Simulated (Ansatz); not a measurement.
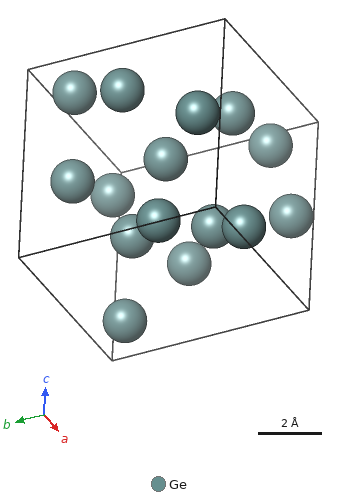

Starting frame of a dynamics run of an amorphous cell of composition Ge (14 atoms in the cell). It starts from the last geometry of an earlier run, with fresh velocities. A spheres-only model of the simulation cell, seen from a free direction.

All numbers below come from Ansatz, DFT PBE, scalar-relativistic, plane waves, PAW.

Input file:
```yaml
crystal:
  lattice:
    - [6.678448, 0.021625, -0.150305]
    - [0.021625, 7.032622, -0.169154]
    - [-0.150305, -0.169154, 6.875297]
  atoms:
    - { symbol: Ge, position: [0.1325899618, 0.8217655478, 0.9014554738] }
    - { symbol: Ge, position: [0.5161658129, 0.1971377387, 0.8336836841] }
    - { symbol: Ge, position: [0.6905393264, 0.882313275, 0.679271573] }
    - { symbol: Ge, position: [0.0010473075, 0.1166646027, 0.5325985273] }
    - { symbol: Ge, position: [0.4037048675, 0.0534894491, 0.130038129] }
    - { symbol: Ge, position: [0.9061323698, 0.191889934, 0.8751480241] }
    - { symbol: Ge, position: [0.014786934, 0.5165423764, 0.768066232] }
    - { symbol: Ge, position: [0.9600312479, 0.6076454341, 0.3890127108] }
    - { symbol: Ge, position: [0.4387141307, 0.4907791525, 0.6270531803] }
    - { symbol: Ge, position: [0.1816938956, 0.3826612973, 0.1305769792] }
    - { symbol: Ge, position: [0.3078168385, 0.8982207793, 0.5470116574] }
    - { symbol: Ge, position: [0.5830267489, 0.7160975591, 0.35739468] }
    - { symbol: Ge, position: [0.6409798802, 0.3314678242, 0.3375181742] }
    - { symbol: Ge, position: [0.7633063681, 0.8237618628, 0.0350140737] }
  symmetry: { detect: false }
basis:
  ecutwfc: 420
  xc_grid: 1
kpoints:
  mp_grid: { grid: [1, 1, 1], shift: [0.25, 0.25, 0.25] }
hamiltonian:
  xc: pbe
scf:
  occupations: { method: fermi_dirac, width: 0.05 }
  lower_state_search: "off"
  convergence: { dr2_threshold: 1.0e-05 }
output:
  forces: true
  stress: true
md:
  timestep: 3.0
  n_steps: 68
  ensemble: nvt_langevin
  friction: 0.015
  temperature: 300.0
  initial_velocities: maxwell_boltzmann
  seed: 6094
```

Command:
```bash
ansatz run input.yaml --threads 2 --pin off --max-ram 5120MiB --backend cpu --events-out ev --progress --plain --runs-dir out
```

> Predict how the run goes.

Over the second half the temperature averages 272 K (spread ±41 K). The potential energy is still drifting at the end, so the run hasn't reached equilibrium. The potential energy in the second half lies on average 93.3 meV per atom below the first frame. The mean pressure there is −0.7 GPa. Root-mean-square distances from the starting positions over the second half, with the common drift of all atoms taken out: Ge 0.28 Å. That is small against the typical shortest distance between atoms in the first frame, about 2.5 Å: the atoms vibrate about their sites and the arrangement holds.

Along the run (each row but the first and the last is the mean over the interval that it begins):

```
time (fs)  potential energy (meV/atom)  T (K)  p (GPa)
      0.0                          0.0    279     -0.4
     18.0                        -19.4    423     -0.6
     36.0                        -46.8    496     -0.9
     54.0                        -55.8    451     -1.0
     72.0                        -63.0    298     -1.1
     90.0                        -71.2    245     -1.1
    108.0                        -80.3    252     -1.0
    126.0                        -86.6    300     -0.7
    144.0                        -93.7    305     -0.5
    162.0                       -101.8    289     -0.5
    180.0                       -105.3    237     -0.5
    198.0                       -103.6    213     -0.5
```

The paths of the atoms:

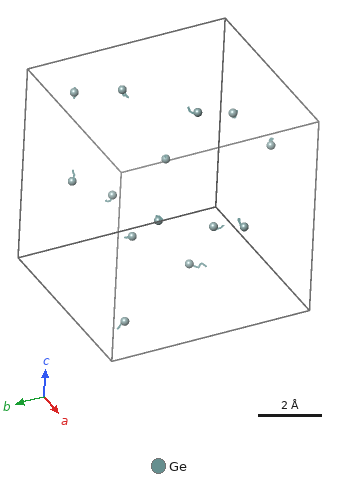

Limits of the set-up: the periodic images lie only 6.7 Å apart, so the values are limited by the cell's size.

The run took 3.6 min on 2 threads of Intel(R) Xeon(R) Processor @ 2.50GHz (Skylake/Cascade Lake), on a shared host, peak memory 0.53 GiB.
